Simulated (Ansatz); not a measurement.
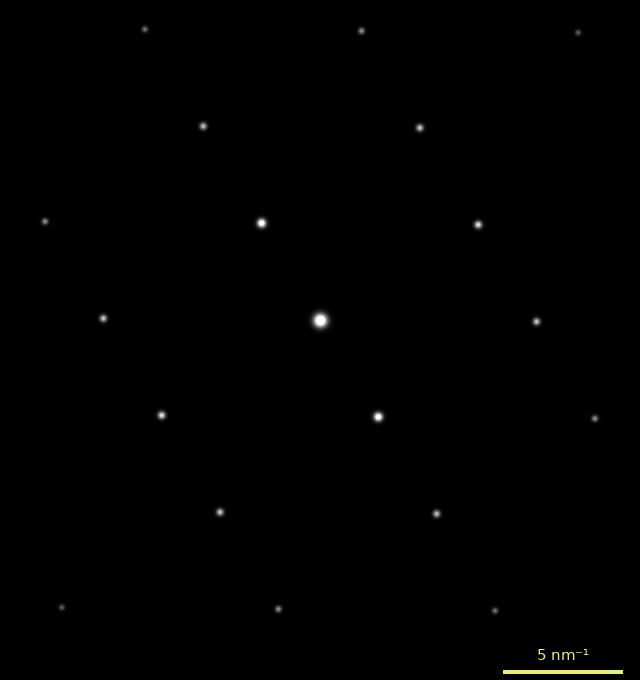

Computed electron diffraction pattern, 200 kV, single scattering only, B = 1 Å².

It belongs to Cu, space group Fm-3m (No. 225), a = 3.630 Å. Structure: the input geometry of an electronic-structure calculation (not necessarily at equilibrium).

Q: Measure the pattern against the scale bar and name the zone.

A: The spots form a rectangular net whose two shortest vectors correspond to d = 2.10 Å and 1.28 Å, 90.0° apart. They index as -1 1 1 and 0 -2 2, so the zone axis is [211] (or an equivalent direction of <211>).

Q: Which reflections of this zone are missing, and why?

A: The lattice centring (F) removes all reflections that break h + k = 2n, h + l = 2n.

Q: List the strongest reflections.

A: Strongest reflections with d > 0.80 Å, one of each family (|F|² from tabulated Gaussian fits of the electron scattering factors, times a small damping for the curvature of the Ewald sphere):

```
    hkl  d (Å)  I (strongest = 100)
1 -1 -1  2.096                  100
 0 2 -2  1.283                   36
 1 1 -3  1.094                   23
2 -2 -2  1.048                   20
 2 0 -4  0.812                    8
```
